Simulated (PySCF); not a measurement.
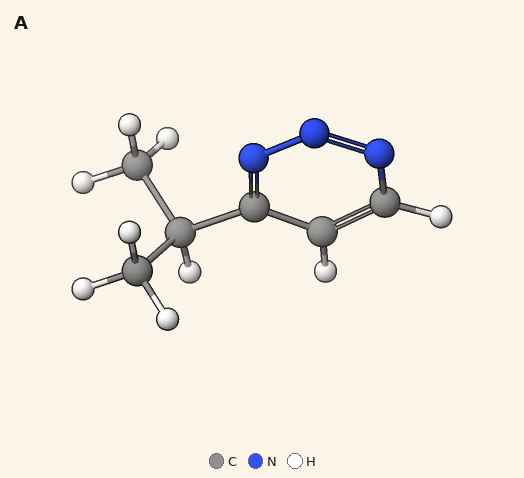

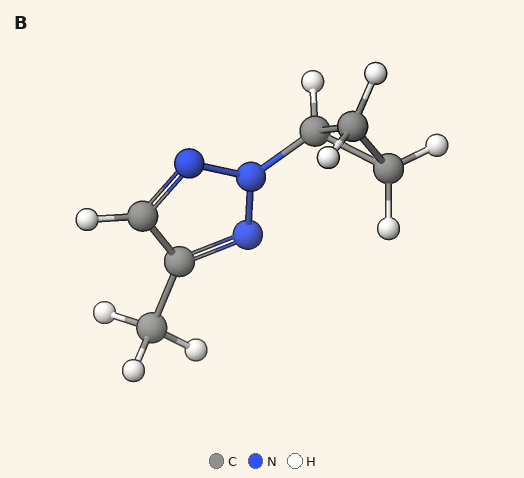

2 stationary structures of one formula. Geometries: GFN2-xTB. Electronic energies: PBE0/pcSseg-1 (PySCF 2.14.0), without zero-point energy. No frequency run is at hand to confirm each as a minimum. Each is one conformer, not always the lowest.

Question: Rank them by energy, lowest first.

Answer: B is lowest; A lies 40.3 kJ/mol above it. A is `CC(C)c1ccnnn1`, B is `Cc1cnn(C2CC2)n1`.
